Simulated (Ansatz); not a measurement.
**Fields on a plane of Eu (bcc, W type)**

```xyz
1
Lattice="-2.2250 2.2250 2.2250 2.2250 -2.2250 2.2250 2.2250 2.2250 -2.2250" Properties=species:S:1:pos:R:3 pbc="T T T"
Eu     0.0000     0.0000     0.0000
```

The slice is a {211} plane (indices of the conventional cell) through the point (0.000, 0.000, 0.000) (fractional), spanned by u = [111] and v = [1 0 -1] in vectors of this cell: u (3.85 Å) and v (6.29 Å, at 90° to u). It covers one period; positions are fractions (u, v).

Atoms on it: Eu at (0.00, 0.00).

All values below come from r2SCAN (plane waves to 500 eV, PAW, scalar-relativistic; Ansatz, a first-principles code). k mesh 15×15×15. These are valence fields of a PAW run, semicore shells included where kept as valence: close to a nucleus they are smooth pseudo fields. Eu was relaxed with its symmetry unable to fall. Relaxed Eu ends ferromagnetic. The PAW data are Ansatz's earlier set. The relaxed volume of Eu is well below the measured one. The magnetic order is the one the run started from; other orders were not tried. The filling of the f shell was not checked against other fillings, so treat energies with care.

```
|xxxxxx@@@@##--              --##@@@@xxxx|
|xxxx@@@@@@**::      ..      ::**@@@@@@xx|
|@@@@@@@@%%++..    ..::..    ..++%%@@@@@@|
|@@@@@@%%++::    ..::--::..    ::++%%@@@@|
|####**==::      ::==++==::      ::==**##|
|----::..      ::==******==::      ..::--|
|            ::==++######++==::          |
|        ..::==++**######**++==::..      |
|......::--==++****######****++==--::....|
|========++++******************++++======|
|********++++++++++++++++++++++++++******|
|********++======----------======++******|
|##****++====--::::::::::::::--====++****|
|******++==--::..............::--==++****|
|****++==--::....          ....::--==++**|
|****++==--::....          ....::--==++**|
|****++==--::....          ....::--==++**|
|******++==--::..............::--==++****|
|##****++====--::::::::::::::--====++****|
|********++======----------======++******|
|********++++++++++++++++++++++++++******|
|========++++******************++++======|
|......::--==++****######****++==--::....|
|        ..::==++**######**++==::..      |
|            ::==++######++==::          |
|----::..      ::==******==::      ..::--|
|####**==::      ::==++==::      ::==**##|
|@@@@@@%%++::    ..::--::..    ::++%%@@@@|
|@@@@@@@@%%++..    ..::..    ..++%%@@@@@@|
|xxxx@@@@@@**::      ..      ::**@@@@@@xx|
|xxxxxx@@@@##--              --##@@@@xxxx|
|xxxxxx@@@@%%==              ==%%@@@@xxxx|
```
Scale: ten equal steps from 0.07 (start of ' ') to 0.76 (end of '@'), in the order ' .:-=+*#%@'. Values: electron localisation function (ELF). The map has 20 points along u (two characters each, u = 0 at the left) and 32 along v (v = 0 in the bottom row). Points within 0.5 Å of a nucleus are blanked (x), as the pseudised field means little there.

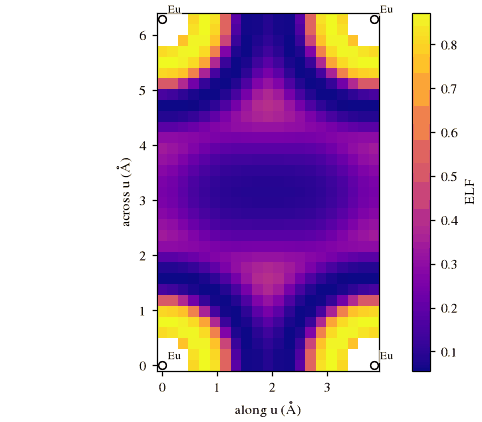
*ELF of the down spins, one period of the plane, atoms marked. Points within 0.5 Å of a nucleus are left white, as the pseudised field means little there.*

| Item | Result |
|---|---|
| Density on the Eu–Eu line (3.85 Å) at its midpoint | 0.06 e/Å³ |
| ELF at that point | 0.10 |
